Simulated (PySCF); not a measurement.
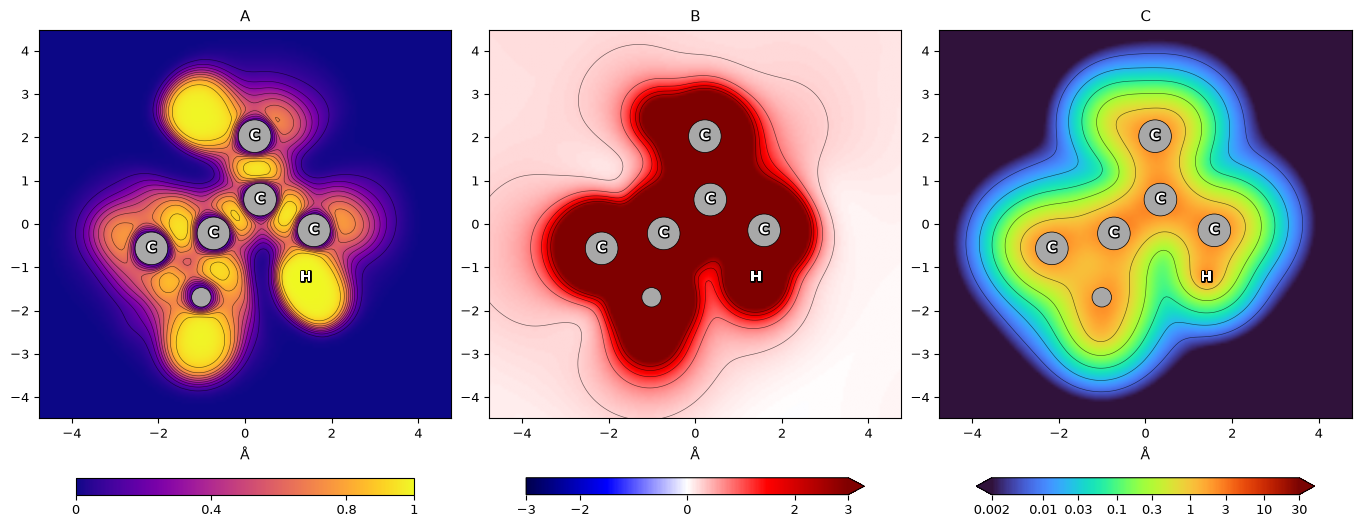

C₇H₉N: 3 fields on the plane of atoms C2, C4 and C5, with unlabelled colour scales. Grey discs cover the atomic cores.

Geometry: GFN2-xTB, MD frame at 250 fs, 600 K.

Level of theory: PBE0/pcSseg-1, SCF density, gas phase, non-relativistic in PySCF 2.14.0.

```xyz
17

C    -1.8950    1.2416   -0.6185
C    -1.1686    0.2311    0.1672
C    -1.5645   -1.1487    0.2611
C     0.0361    0.4861    0.6666
C     1.2359    1.2771    0.9913
C     1.2295   -0.3643    1.1318
C     1.7222   -1.1363    0.0201
N     2.1335   -1.7828   -0.8652
H    -1.2782    2.0662   -1.0963
H    -2.2521    0.7100   -1.5473
H    -2.7709    1.4518    0.0137
H    -1.6474   -1.3616   -0.7802
H    -0.8299   -1.7061    0.8812
H    -2.4686   -1.2759    0.9148
H     1.9365    1.6306    0.2773
H     1.3004    1.6034    2.0029
H     1.4684   -0.7103    2.1396
```

### Match the panels to the quantities (electron density, electron localisation function and electrostatic potential).

Panel A: electron localisation function. Panel B: electrostatic potential (strongly positive close to the atoms and fading to about zero outside). Panel C: electron density. From the grid: C–C (1.33 Å): ρ is about 2.3 e/Å³ halfway; the ELF peaks at about 0.90 between the atoms (a short, multiple covalent bond). C–C (1.44 Å): the density is about 1.9 e/Å³ at the midpoint; the ELF peaks at about 0.95 between the atoms; localised, covalent bonding.
